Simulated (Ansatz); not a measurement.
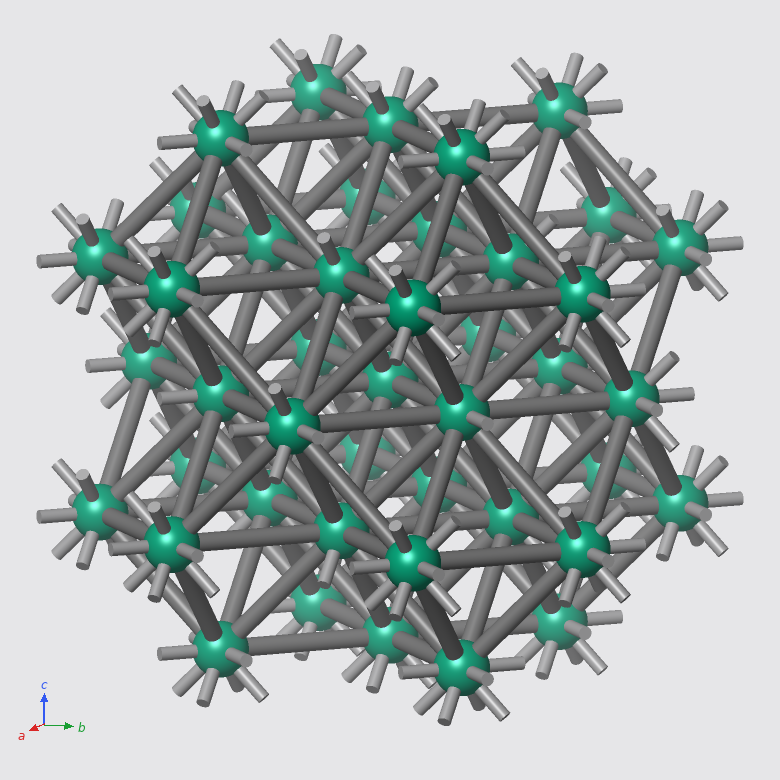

The picture shows a finite piece of the underlying net of a crystal structure, nodes on the atoms' positions. Nodes are coloured by topological kind. Edges to nodes outside the piece are drawn as stubs.

Q: Classify the net: periodicity, connectivity, name.

A: A uninodal 12-connected, three-periodic net. It is the fcu net, known from cubic close packing.

Q: Give point symbol and coordination sequence.

A: 3^24.4^36.5^6, sequence 12, 42, 92, 162, 252, 362.

Where the net comes from. Cr₃Pd (space group Pm-3m, No. 221). Coordinates: coordinates from a relaxation with DFT PBEsol, scalar-relativistic, plane waves, PAW (Ansatz 0.2.0); the starting structure was generated, so it need not be a known form of this composition. Bonds are taken as Cr–Cr below 2.9 Å and Cr–Pd below 2.9 Å. The graph is simplified in the usual way: terminal and isolated atoms are pruned, two-connected atoms become edges. Cr and Pd are 12-connected nodes.
